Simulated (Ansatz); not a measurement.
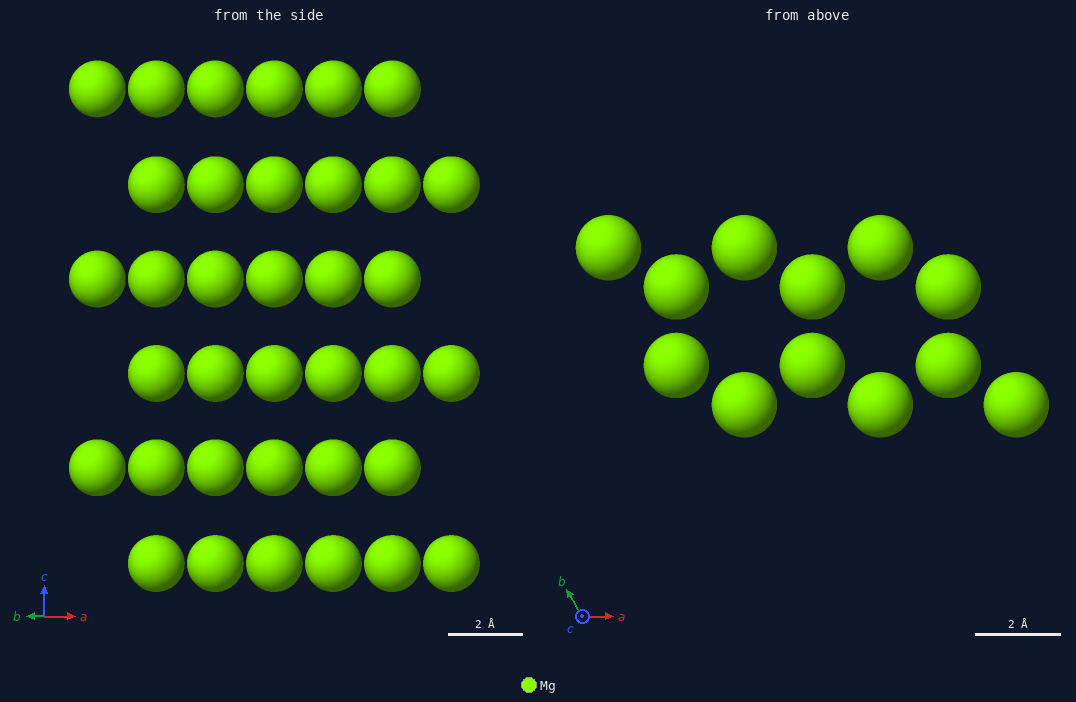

A spheres-only picture of a periodic slab, seen from the side and from above. The surface normal points up in side views; the vacuum is left out. 3×2 cells are drawn in the plane, with atoms at the edges repeated.

The cell holds 6 Mg. The slab was cut from bulk Mg (P6_3/mmc).

What is its extent along the surface normal?

About 13 Å from the lowest to the highest atom.

Write the layer sequence, upper face first.

Six planes: Mg / Mg / Mg / Mg / Mg / Mg.

Which (hkl) is this?

(0 0 1).

Computational set-up: DFT PBE, scalar-relativistic, plane waves, PAW (Ansatz), an energy cutoff of 420 eV, 12×12×1 k-mesh, Gaussian smearing of 0.1 eV, no spin polarisation.

Give the work function of each face.

3.72 eV on both faces.

Starting structure: a structure listed in the Materials Project, from which a slab was cut. The atoms were relaxed in a fixed cell with Ansatz 0.2.0, DFT PBE, scalar-relativistic, plane waves, PAW.
